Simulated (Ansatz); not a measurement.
HF: several calculations on one system

Part 1: Relaxation

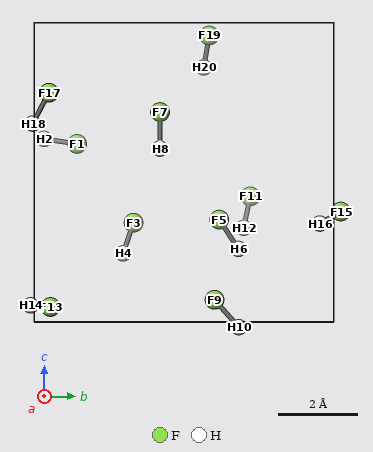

An amorphous cell of composition HF, before the relaxation. A ball-and-stick model of the cell of the calculation, seen along the a axis.

The cell holds 10 HF. The run prepares the start of a later molecular dynamics calculation, from a guessed geometry.

Method: DFT PBE, scalar-relativistic, plane waves, PAW in Ansatz 0.2.0.

The input:
```yaml
accuracy: low
crystal:
  lattice:
    - [7.617412, 0.0, 0.0]
    - [0.0, 7.617412, 0.0]
    - [0.0, 0.0, 7.617412]
  atoms:
    - { symbol: F, position: [0.1657943, 0.1427135, 0.5948956] }
    - { symbol: H, position: [0.114917, 0.0324395, 0.6116821] }
    - { symbol: F, position: [0.3168768, 0.3312334, 0.3316698] }
    - { symbol: H, position: [0.3743552, 0.2964587, 0.2291145] }
    - { symbol: F, position: [0.4805691, 0.6176022, 0.3421147] }
    - { symbol: H, position: [0.4437072, 0.6814995, 0.2441914] }
    - { symbol: F, position: [0.6666367, 0.4198319, 0.7012422] }
    - { symbol: H, position: [0.6792499, 0.4189964, 0.5792961] }
    - { symbol: F, position: [0.6732853, 0.6018196, 0.0740754] }
    - { symbol: H, position: [0.6645782, 0.6829565, -0.0174213] }
    - { symbol: F, position: [0.0565375, 0.7214378, 0.4196987] }
    - { symbol: H, position: [0.1158032, 0.6993129, 0.314681] }
    - { symbol: F, position: [0.8059613, 0.0538072, 0.0500815] }
    - { symbol: H, position: [0.703007, -0.0125133, 0.0557948] }
    - { symbol: F, position: [0.6139766, 1.0234906, 0.3689599] }
    - { symbol: H, position: [0.7061952, 0.9533997, 0.3287901] }
    - { symbol: F, position: [0.8099848, 0.0484996, 0.765905] }
    - { symbol: H, position: [0.7712341, -0.0054079, 0.662837] }
    - { symbol: F, position: [0.237513, 0.5840013, 0.9570564] }
    - { symbol: H, position: [0.1797291, 0.5659575, 0.8504446] }
basis:
  ecutwfc: 420.0
kpoints:
  mp_grid: { grid: [1, 1, 1] }
hamiltonian:
  xc: pbe
scf:
  occupations: { method: fermi_dirac, width: 0.02 }
  lower_state_search: "off"
relax:
  f_tol: 0.3
  max_steps: 15
  adjacent_minimum: "off"
```

Launched with:
```bash
ansatz run input.yaml --threads 1 --pin off --max-ram 3072MiB --backend cpu --events-out ev --progress --plain --runs-dir out
```

Q: What does the optimiser find from here?

A: The atom that moves furthest is H20 (1.51 Å along −b). Largest moves by element: H 1.51 Å, F 1.12 Å. The cell doesn't change. Among the contacts that change: F17–H18 0.934 → 0.969 Å, F15–H16 0.934 → 0.959 Å, F11–H12 0.934 → 0.947 Å, F13–H14 0.934 → 0.945 Å. The energy falls by 149 meV per atom in 13 geometry steps. The largest force component goes from 1.6 to 0.19 eV/Å.

Step by step:

```
step  E − E(0), meV/atom  largest force component, eV/Å
   0                0.00                         1.5794
   1              -29.95                         1.6863
   2              -48.36                         2.5542
   3              -68.11                         2.2495
   4              -82.63                         1.5016
   5              -95.91                         1.1852
   6             -107.29                         1.6441
   7             -114.02                         2.0094
   8             -119.36                         1.7509
   9             -124.68                         1.7793
  10             -131.18                         0.8850
  11             -137.25                         0.5679
  12             -143.58                         0.3987
  13             -149.35                         0.1938
```

Final geometry:

```xyz
20
Lattice="7.6174 0.0000 0.0000 0.0000 7.6174 0.0000 0.0000 0.0000 7.6174" Properties=species:S:1:pos:R:3 pbc="T T T"
F     1.1846    1.4300    5.5945
H     0.3907    0.9188    5.4670
F     2.1293    2.2720    1.9593
H     1.9879    2.6630    1.1129
F     3.4489    4.9750    2.5890
H     3.8168    4.9554    1.7071
F     4.6724    3.8670    5.4732
H     4.3376    4.1662    4.6443
F     4.6685    5.1087    0.2174
H     4.5508    4.6310    7.0159
F     0.8310    5.4624    3.3213
H     1.6921    5.3157    2.9552
F     6.3201    0.2966    0.7942
H     6.0572    7.5376    7.5858
F     5.2963    7.5710    3.1957
H     5.7020    0.0318    2.3299
F     6.4762    0.0462    5.4592
H     6.0490    7.6050    4.5918
F     1.8542    3.4275    7.1742
H     1.5086    2.8080    6.5291
```

After the run, drawn alike:

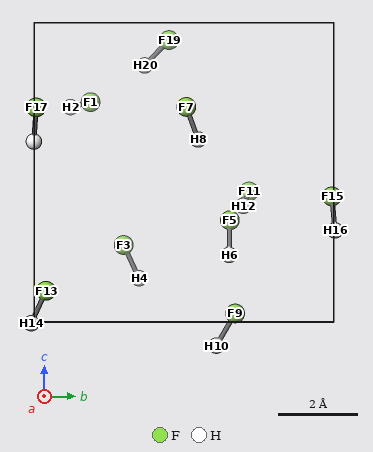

Limits of the set-up: the program's low-accuracy preset was used; the periodic images lie only 7.6 Å apart, so the values are limited by the cell's size.

Part 2: Dynamics

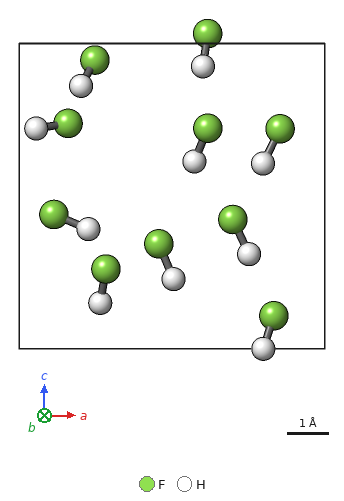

Starting frame of a dynamics run of a periodic cell with 10 HF at 0.752 g/cm³. The picture is a ball-and-stick view of the simulation cell, seen along the b axis.

The calculation used Ansatz, DFT PBE, scalar-relativistic, plane waves, PAW.

Input file:
```yaml
accuracy: low
crystal:
  lattice:
    - [7.617412, 0.0, 0.0]
    - [0.0, 7.617412, 0.0]
    - [0.0, 0.0, 7.617412]
  atoms:
    - { symbol: F, position: [0.15551256, 0.18773188, 0.73444069] }
    - { symbol: H, position: [0.05128702, 0.12062085, 0.71770364] }
    - { symbol: F, position: [0.279531, 0.29825915, 0.25721194] }
    - { symbol: H, position: [0.26096203, 0.34959406, 0.14610436] }
    - { symbol: F, position: [0.45276766, 0.65311533, 0.33987804] }
    - { symbol: H, position: [0.50106527, 0.65053752, 0.22409883] }
    - { symbol: F, position: [0.6133826, 0.50764855, 0.71850677] }
    - { symbol: H, position: [0.56942713, 0.54693563, 0.60968896] }
    - { symbol: F, position: [0.61287164, 0.67065479, 0.02854568] }
    - { symbol: H, position: [0.59742402, 0.60795152, -0.07895937] }
    - { symbol: F, position: [0.10909598, 0.71709724, 0.43600803] }
    - { symbol: H, position: [0.22213327, 0.69783693, 0.38795087] }
    - { symbol: F, position: [0.82969419, 0.03893772, 0.10426206] }
    - { symbol: H, position: [0.79518203, -0.01047184, -0.00415104] }
    - { symbol: F, position: [0.69528685, 0.99390914, 0.41951936] }
    - { symbol: H, position: [0.74855048, 1.00416921, 0.30585877] }
    - { symbol: F, position: [0.85018174, 0.00606456, 0.71667953] }
    - { symbol: H, position: [0.79410389, -0.00163243, 0.60280888] }
    - { symbol: F, position: [0.24341146, 0.4499536, 0.94182028] }
    - { symbol: H, position: [0.19804068, 0.36862319, 0.8571332] }
basis:
  ecutwfc: 420.0
kpoints:
  mp_grid: { grid: [1, 1, 1] }
hamiltonian:
  xc: pbe
scf:
  occupations: { method: fermi_dirac, width: 0.02 }
  lower_state_search: "off"
md:
  timestep: 0.5
  n_steps: 300
  ensemble: nvt_langevin
  temperature: 1000.0
  initial_velocities: maxwell_boltzmann
  seed: 852926
  friction: 0.02
```

Command:
```bash
ansatz run input.yaml --threads 1 --pin off --max-ram 3072MiB --backend cpu --events-out ev --progress --plain --runs-dir out
```

**Predict how the run goes.**

The mean temperature in the second half is 809 K (standard deviation 185 K). The potential energy in the second half lies on average 98.7 meV per atom above the first frame. In the second half of the run the atoms are, in the root-mean-square, this far from where they began (common drift taken out): H 1.26 Å, F 0.87 Å. The molecules turn and drift from their places.

Along the run (each row but the first and the last is the mean over the interval that it begins):

```
time (fs)  potential energy (meV/atom)  T (K)
      0.0                          0.0    950
     25.0                         48.8    721
     50.0                         73.6    824
     75.0                        109.0    680
    100.0                         94.3    951
    125.0                         92.9    788
    150.0                         92.9   1240
```

The paths of the atoms:

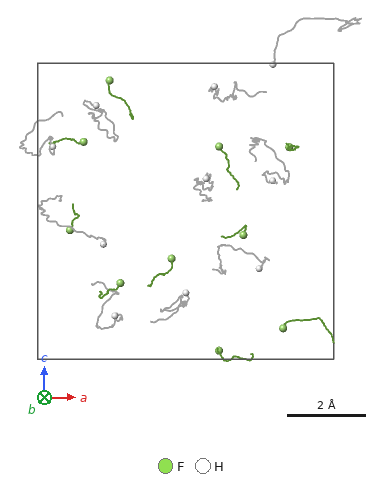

Limits of the set-up: the program's low-accuracy preset was used; the periodic images lie only 7.6 Å apart, so the values are limited by the cell's size.

Part 3: Dynamics

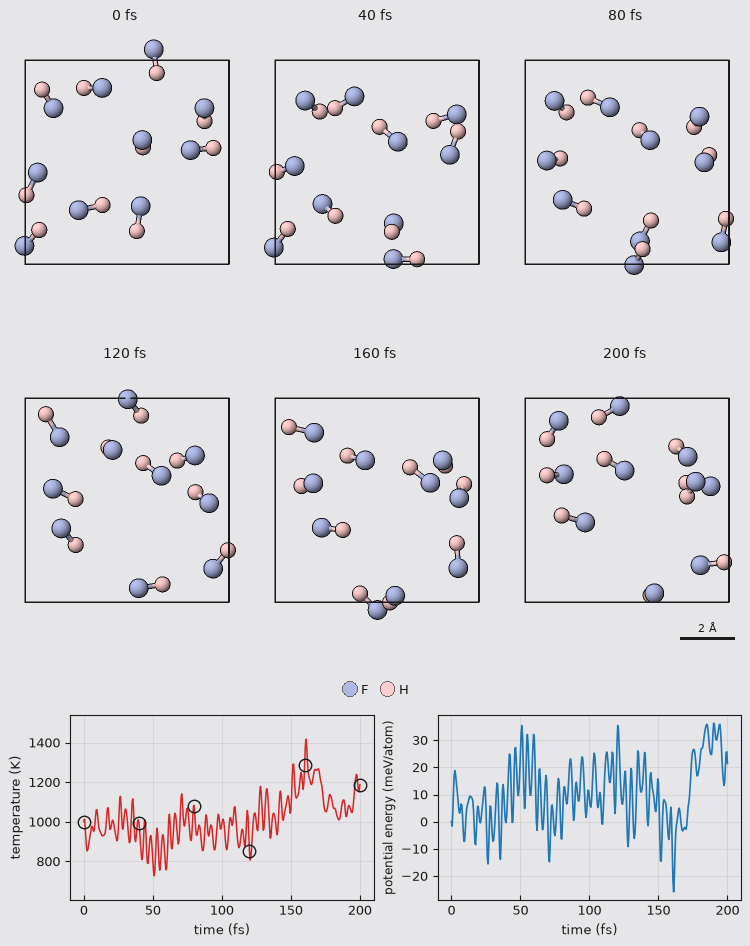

Molecular dynamics of a periodic cell with 10 HF at 0.752 g/cm³, 200 fs long. It starts from the last geometry of an earlier run, with fresh velocities. Frames and the history of the run. A ball-and-stick model of the simulation cell, seen along the a axis. Atoms that leave the cell re-enter on the other side.

Level of theory: DFT PBE, scalar-relativistic, plane waves, PAW (Ansatz). Settings: plane-wave cutoff 420 eV; k-point mesh 1 × 1 × 1; Fermi-Dirac smearing 0.02 eV; low-accuracy preset; Nosé-Hoover thermostat (NVT); set temperature 1000 K; time step 0.5 fs; thermostat time 100.0 fs.

Input
```yaml
accuracy: low
crystal:
  lattice:
    - [7.617412, 0.0, 0.0]
    - [0.0, 7.617412, 0.0]
    - [0.0, 0.0, 7.617412]
  atoms:
    - { symbol: F, position: [0.03065044, 0.13522468, 0.7609422] }
    - { symbol: H, position: [0.07688435, 0.07909801, 0.85193644] }
    - { symbol: F, position: [0.20213912, 0.25894937, 0.26059762] }
    - { symbol: H, position: [0.17609511, 0.37557429, 0.28549151] }
    - { symbol: F, position: [0.36480899, 0.56304694, 0.27988244] }
    - { symbol: H, position: [0.37426874, 0.54417756, 0.1580049] }
    - { symbol: F, position: [0.66610085, 0.57103539, 0.60460054] }
    - { symbol: H, position: [0.55239636, 0.57416409, 0.56912284] }
    - { symbol: F, position: [0.71293036, 0.62714956, 0.04948863] }
    - { symbol: H, position: [0.76574989, 0.64182418, -0.06675292] }
    - { symbol: F, position: [0.11210954, 0.80777958, 0.55513341] }
    - { symbol: H, position: [0.07199486, 0.91930626, 0.56563204] }
    - { symbol: F, position: [0.99469182, -0.00752518, 0.08512712] }
    - { symbol: H, position: [1.05956654, 0.06519109, 0.16337722] }
    - { symbol: F, position: [0.61448396, 1.05783378, 0.44511268] }
    - { symbol: H, position: [0.58564535, 1.0023509, 0.33401658] }
    - { symbol: F, position: [0.83295934, -0.12428768, 0.76119845] }
    - { symbol: H, position: [0.72932099, -0.12370537, 0.6974007] }
    - { symbol: F, position: [0.30389953, 0.37449243, 0.86030832] }
    - { symbol: H, position: [0.21082804, 0.28464217, 0.86005394] }
basis:
  ecutwfc: 420.0
kpoints:
  mp_grid: { grid: [1, 1, 1] }
hamiltonian:
  xc: pbe
scf:
  occupations: { method: fermi_dirac, width: 0.02 }
  lower_state_search: "off"
md:
  timestep: 0.5
  n_steps: 400
  ensemble: nvt_nose_hoover
  temperature: 1000.0
  initial_velocities: maxwell_boltzmann
  seed: 12541
  nose_hoover: { tau: 100.0, chain_length: 3 }
```

Launched with:
```bash
ansatz run input.yaml --threads 1 --pin off --max-ram 3072MiB --backend cpu --events-out ev --progress --plain --runs-dir out
```

Question: What do the frames and curves show?

Answer: The mean temperature in the second half is 1077 K (standard deviation 116 K). The potential energy in the second half lies on average 13.2 meV per atom above the first frame. In the second half of the run the atoms are, in the root-mean-square, this far from where they began (common drift taken out): H 1.53 Å, F 1.48 Å. The molecules turn and drift from their places.

Limits of the set-up: the program's low-accuracy preset was used; the periodic images lie only 7.6 Å apart, so the values are limited by the cell's size.
